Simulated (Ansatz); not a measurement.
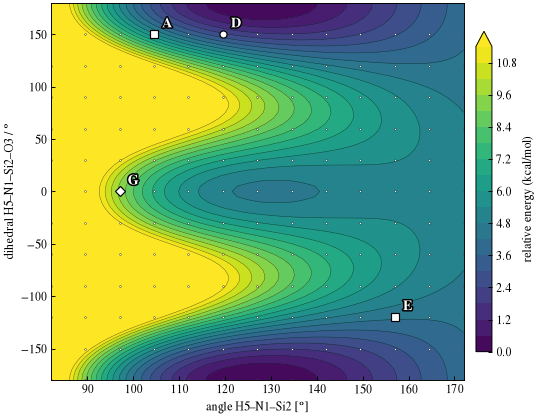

H₅NOSi₂, SMILES N=[SiH]O[SiH3]. The first coordinate is: angle H5–N1–Si2; the second: dihedral H5–N1–Si2–O3. Nothing is relaxed (all other coordinates rigid). The grid has 13 × 12 points. Points are written as (first, second). Energies are in kcal/mol, from the lowest grid point. The dihedral twists a double bond; near 90° a spin-restricted reference is unreliable. Theory: RKS SPW92 (LDA)/def2-TZVP in Ansatz 0.2.0.

In the figure: filled contours, dots at the grid points, one colour for all values above the top of the scale, lettered points. Between grid points the surface is interpolated.

**What kind of point is each of A, D, E: minimum, saddle, maximum or slope?**

A: on a slope; D: on a slope; E: on a slope. (In these two coordinates alone; a stationary point may lie a little off the grid point.)

**Rank the lettered points by energy, lowest first.**

D (2.6 kcal/mol), E (4.3 kcal/mol), A (5.5 kcal/mol), G (9.5 kcal/mol).
